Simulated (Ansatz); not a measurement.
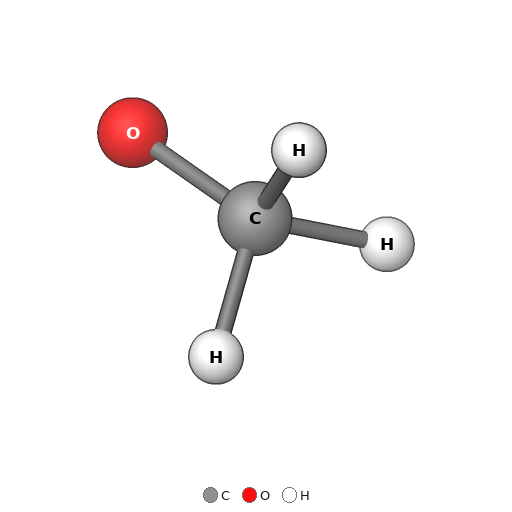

Charge −1, singlet.

Which formula does it have?

Answer. CH3O(-), 5 atoms: 1 carbon, 3 hydrogen and 1 oxygen.

How many sets of symmetry-equivalent atoms are there?

Answer. 3: 1 C, 1 O, 3 H.

What is the point group of this geometry?

Answer. C3v.

Give a SMILES string for it.

Answer. C[O-]

More results for the same structure follow; atom numbers are the same in all pictures, views and colours differ. The computed structure is the end point of a PBE0-D4/def2-TZVPD optimisation.

Geometry

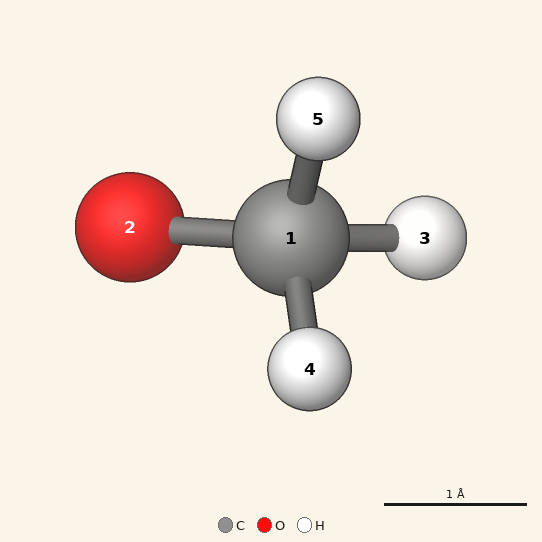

The atoms are numbered.

Give the bond lengths.

```
 bond  length (Å)   order
C1–O2       1.328  single
C1–H3       1.137  single
C1–H4       1.137  single
C1–H5       1.137  single
```

Vibrations

Harmonic vibrations computed with RKS PBE0-D4/def2-TZVPD (Ansatz 0.2.0) at a stationary point of the same level.

How many vibrational modes are there, and where do they lie?

Answer. 9 modes: 1169, 1169, 1190, 1431, 1431, 1455, 2500, 2500, 2617 cm⁻¹.

Levels of theory compared

Program: Ansatz 0.2.0.

Tabulate HOMO energy (eV) at these levels: BHLYP-D4/def2-TZVPPD; CAM-B3LYP-D4/def2-TZVPPD; ωB97M-V/def2-QZVPPD; ωB97M-V/def2-SVPD; ωB97M-V/def2-TZVPPD; ωB97X-V/def2-TZVPPD.

```
                   level  HOMO energy (eV)
    BHLYP-D4/def2-TZVPPD             −0.63
CAM-B3LYP-D4/def2-TZVPPD             −0.70
     ωB97M-V/def2-QZVPPD             −1.66
       ωB97M-V/def2-SVPD             −1.61
     ωB97M-V/def2-TZVPPD             −1.64
     ωB97X-V/def2-TZVPPD             −1.65
```

Thermal motion

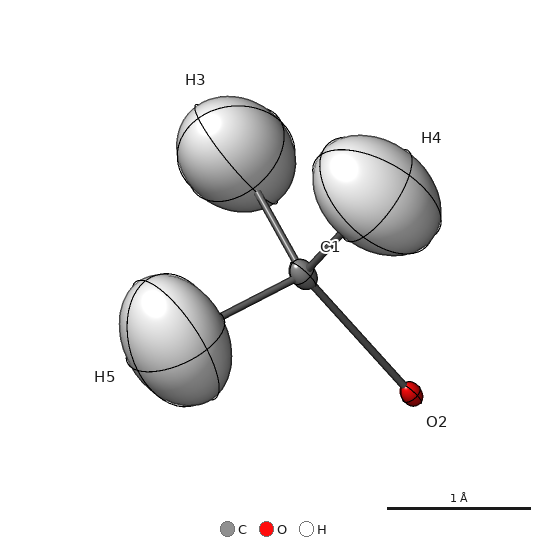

Displacement ellipsoids at the 50 % level, enlarged 3 times, from the internal vibrations of the free molecule (harmonic, no overall translation or rotation; no half-axis is drawn under 0.075 Å). Vibrations computed with RKS PBE0-D4/def2-TZVPD (Ansatz 0.2.0). Temperature: 600 K.

Which atom has the largest mean-square displacement?

Answer. H3, H4, H5, with U_eq = 0.0086 Å².

Does H3 move more along its bond or across it?

Answer. Across it: the root-mean-square amplitude is 0.080 Å along the bond and up to 0.111 Å across, since bending and torsion are softer than stretching.

List U_eq and the three principal root-mean-square amplitudes for each kind of atom.

```json
{"atom": "C1", "U_eq (Å²)": "0.00051", "rms amplitudes (Å)": "0.020, 0.020, 0.028"}
{"atom": "O2", "U_eq (Å²)": "0.00020", "rms amplitudes (Å)": "0.008, 0.008, 0.022"}
{"atom": "H3, H4, H5", "U_eq (Å²)": "0.0086", "rms amplitudes (Å)": "0.079, 0.085, 0.111"}
```
